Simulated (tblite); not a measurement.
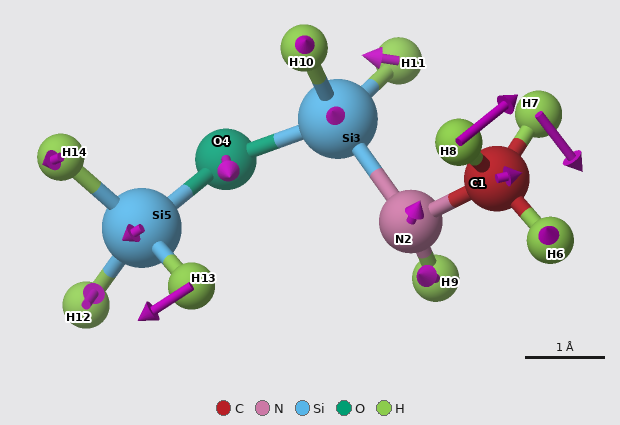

A relaxation of CH$_{9}$NOSi$_{2}$. The starting structure is drawn; purple arrows show the displacements, at their true length. The two geometries are superimposed by the best rigid fit.

The picture is a ball-and-stick view, seen at a tilt.

Computed with GFN2-xTB geometry optimisation, gas phase in tblite 0.8.0. 

**Which element moves most?**

Hydrogen: up to 1.13 Å, against 0.67 Å for oxygen.

**What happened in the run?**

Over 83 geometry steps the energy falls by 16.7 kcal/mol. H8 moves most after the best rigid fit: 1.13 Å. Largest moves by element: H 1.13 Å, O 0.67 Å, C 0.35 Å, N 0.35 Å, Si 0.34 Å. Near-neighbour distances that change, for instance: O4–Si5 1.713 → 1.614 Å, Si3–O4 1.714 → 1.621 Å, N2–Si3 1.758 → 1.714 Å, C1–H8 1.128 → 1.087 Å. Among the angles between lasting bonds that change: Si3–O4–Si5 113.4° → 154.9°, C1–N2–Si3 110.1° → 123.7°, N2–Si3–O4 114.1° → 106.2°. Groups turn about C1–N2 by about 30°, O4–Si5 by about 25°, Si3–O4 by about 25°. Cost: 0.46 s on 1 thread of Arm Neoverse V1 (shared host).
